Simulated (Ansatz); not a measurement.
**C6H5F3Hf: density, localisation and related maps**

```xyz
15

F    -3.0520   -1.8510    1.0260
Hf   -2.5183   -0.8570   -0.5064
F    -2.4413   -1.9194   -2.0822
F    -3.5887    0.6892   -0.7919
C    -0.4759   -0.1635   -0.0912
C     0.2249    0.6169   -1.0201
C     1.5144    1.0580   -0.7665
C     2.1343    0.7256    0.4297
C     1.4643   -0.0457    1.3679
C     0.1741   -0.4841    1.1083
H    -0.2352    0.8935   -1.9662
H     2.0373    1.6610   -1.5004
H     3.1428    1.0691    0.6309
H     1.9484   -0.3055    2.3027
H    -0.3293   -1.0869    1.8594
```

Geometry: PBE0-D4/def2-TZVP; core potentials replace the inner electrons of Hf.

The calculation used RKS PBE0-D4/def2-TZVPP (Ansatz 0.2.0).

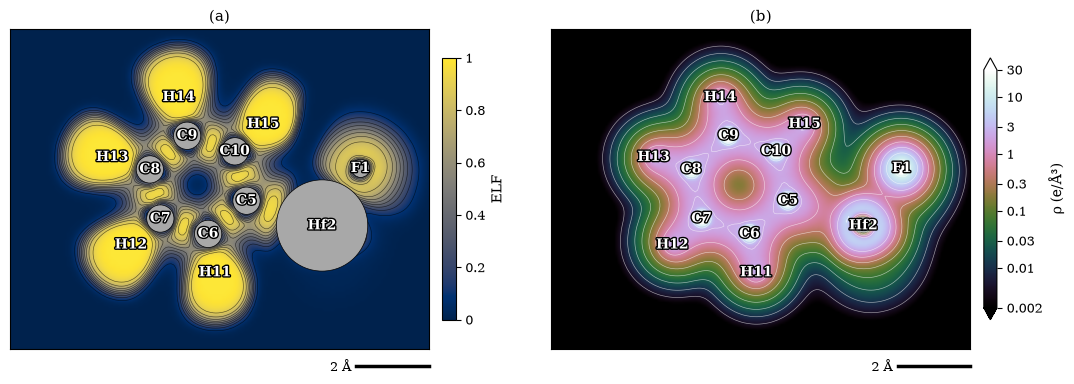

Figure 1. (a) electron localisation function; (b) electron density on the plane of atoms C8, C9 and C10. Grey discs cover the atomic cores in the ELF map.

Interpret the plot.

Answer.
- Atoms in the plane: F, Hf, C and H.
- C–C (1.39 Å): ρ is about 2.2 e/Å³ halfway; the ELF peaks at about 0.95 between the atoms; localised, covalent bonding.
- Hf–F (1.90 Å): ρ is about 0.94 e/Å³ halfway; the ELF peaks at about 0.80 in the valence shell of F, 0.5 Å from its nucleus, and drops to about 0.20 between the two atoms.
- C–Hf (2.20 Å): ρ is about 0.73 e/Å³ halfway; the ELF peaks at about 0.95 in the valence shell of C, 0.7 Å from its nucleus, and is about 0.50 at the midpoint.
- C–H (1.08 Å): ρ is about 2.1 e/Å³ halfway; the ELF climbs to about 1 towards the hydrogen, as it does in any bond to H; a covalent bond by its length.

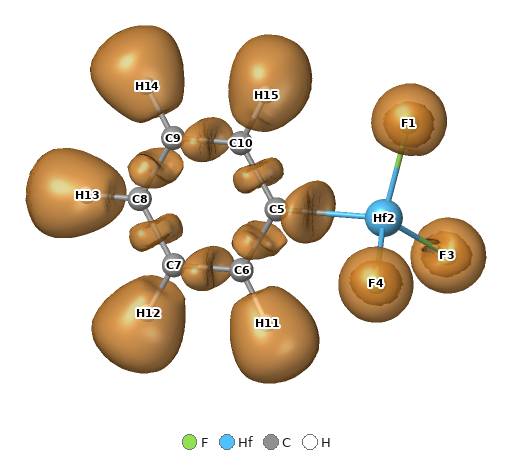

Figure 2. Isosurface of the ELF at 0.8 (orange), seen at an oblique angle. Only the valence region is drawn (cores and ρ < 0.01 e/Å³ removed).

Where are the electrons localised?

Answer. The ELF exceeds this value in six regions between bonded C–C atoms (shared pairs), five regions around hydrogen nuclei, one lobe of the valence shell of C pointing towards Hf and three regions wrapped around F (the valence shell of each).

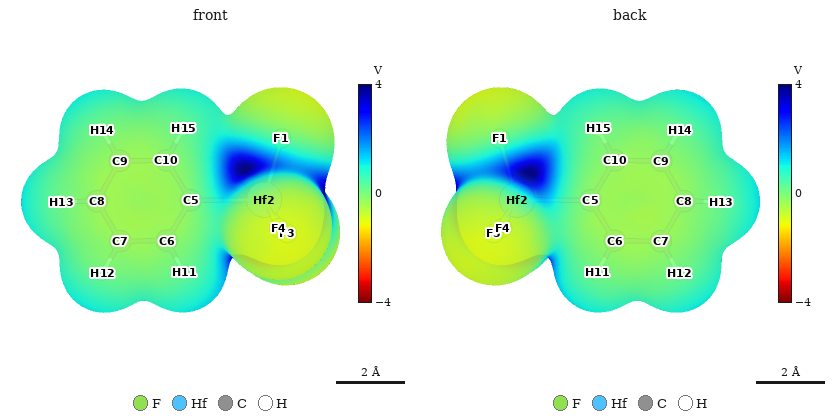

Figure 3. The molecular electrostatic potential painted on the density surface at 0.002 e/bohr³, seen from the front and from behind; red is negative and blue positive.

Which sites attract a positive test charge, and which a negative one?

Answer. A positive charge is drawn to the negative regions and a negative charge to the positive ones. The most negative region (about −1.0 V, or −23 kcal/mol for a unit charge) lies over F3 and F4, the most positive (about +3.9 V, or +90 kcal/mol for a unit charge) over Hf2.
